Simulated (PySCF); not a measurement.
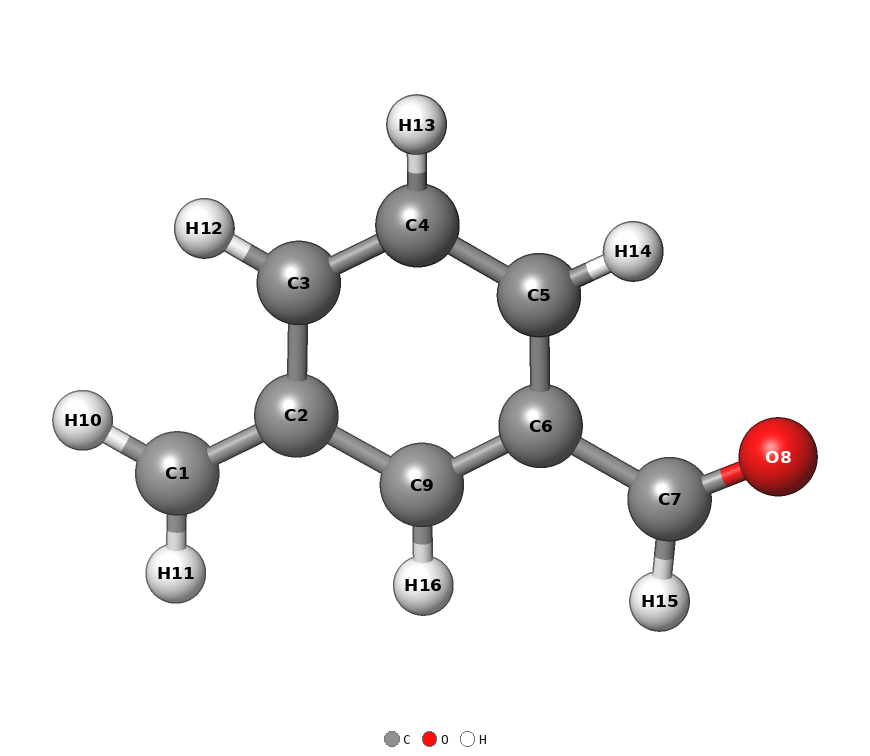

The species is neutral and a spin doublet. Computed geometry: GFN2-xTB optimisation. No frequency run is at hand to confirm it as a minimum. Level of theory: UKS B3LYP, pcH-1 on C H O, non-relativistic (PySCF 2.14.0). Fermi-contact and spin-dipolar terms alone, no spin-orbit part.

Which nucleus has the largest dipolar (anisotropic) hyperfine coupling?

Answer. 13C at C1: principal values −58.0, −56.9, 114.8 MHz.

List the isotropic and dipolar parts for the most strongly coupled nuclei, one of each equivalent set.

```csv
atom,isotope,a_iso (MHz),dipolar part (MHz)
C1,13C,59.7,"−58.0, −56.9, 114.8"
C5,13C,26.4,"−23.8, −22.0, 45.8"
C3,13C,25.6,"−20.4, −20.2, 40.6"
C9,13C,24.0,"−19.0, −18.8, 37.8"
H11,1H,−45.6,"−26.9, −1.0, 27.9"
H10,1H,−45.6,"−26.8, −1.0, 27.8"
C2,13C,−42.2,"−21.2, 8.4, 12.8"
C4,13C,−22.5,"−16.5, 7.3, 9.2"
```
